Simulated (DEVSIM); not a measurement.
Device: Cr/La2O3/p-Ge capacitor, at 300 K.

| layer (left to right) | material | thickness (nm) | Na (cm⁻³) |
|---|---|---|---|
| 1 | La2O3 | 4.10 | - |
| 2 | Ge | 15000 | 1.6e15 |

Metal gate on the left, work function 4.5 eV. Fixed charge at the semiconductor interface -3.75e12 cm⁻² (in units of +e); interface traps 5.5e11 cm⁻² eV⁻¹, uniform in energy, neutral level at 0.3 of the gap above the valence band.

Constants are typed, rounded textbook-type inputs, not results; the design itself was drawn at random and stands for no fabricated device. Values at 300 K.

```
parameter      La2O3       Ge
-------------  -----  -------
gap (eV)         5.8    0.664
affinity (eV)    1.8        4
permittivity      27       16
Nc (cm⁻³)          -  1.04e19
Nv (cm⁻³)          -     6e18
```

DEVSIM, 1D Poisson equation in equilibrium, Boltzmann statistics, complete ionisation; no quantum confinement or tunnelling. Metal contacts follow the ideal Schottky-Mott rule: no Fermi-level pinning, no interface dipoles.

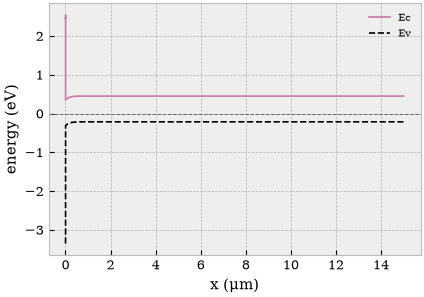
Band edges at 0.25 V on the gate

Energies count from the Fermi level of the right contact; mesh points crowd at the junctions.

| x (μm) | Ec (eV) | Ev (eV) | n (cm⁻³) | p (cm⁻³) | field (V/cm) |
|---|---|---|---|---|---|
| 0.000 | 2.450 | -3.350 | < 1e2 | < 1e2 | 260000 |
| 0.001249 | 2.482 | -3.318 | < 1e2 | < 1e2 | 260000 |
| 0.002867 | 2.524 | -3.276 | < 1e2 | < 1e2 | 260000 |
| 0.004100 | 0.356 | -0.308 | 1.1e13 | 4.0e13 | 200000 |
| 0.006613 | 0.357 | -0.307 | 1.0e13 | 4.2e13 | 5000 |
| 0.01181 | 0.360 | -0.304 | 9.3e12 | 4.7e13 | 4900 |
| 0.02434 | 0.366 | -0.298 | 7.4e12 | 5.9e13 | 4700 |
| 0.07305 | 0.387 | -0.277 | 3.3e12 | 1.3e14 | 3800 |
| 0.1722 | 0.417 | -0.247 | 1.0e12 | 4.3e14 | 2300 |
| 0.3979 | 0.445 | -0.219 | 3.5e11 | 1.3e15 | 500 |
| 0.9563 | 0.451 | -0.213 | 2.7e11 | 1.6e15 | ≈ 0 |
| 3.126 | 0.451 | -0.213 | 2.7e11 | 1.6e15 | ≈ 0 |
| 7.504 | 0.451 | -0.213 | 2.7e11 | 1.6e15 | ≈ 0 |
| 11.90 | 0.451 | -0.213 | 2.7e11 | 1.6e15 | ≈ 0 |
| 14.02 | 0.451 | -0.213 | 2.7e11 | 1.6e15 | ≈ 0 |
| 14.60 | 0.451 | -0.213 | 2.7e11 | 1.6e15 | ≈ 0 |
| 14.84 | 0.451 | -0.213 | 2.7e11 | 1.6e15 | ≈ 0 |
| 14.94 | 0.451 | -0.213 | 2.7e11 | 1.6e15 | ≈ 0 |
| 14.98 | 0.451 | -0.213 | 2.7e11 | 1.6e15 | ≈ 0 |
| 15.00 | 0.451 | -0.213 | 2.7e11 | 1.6e15 | ≈ 0 |
| 15.00 | 0.451 | -0.213 | 2.7e11 | 1.6e15 | ≈ 0 |
| 15.00 | 0.451 | -0.213 | 2.7e11 | 1.6e15 | ≈ 0 |
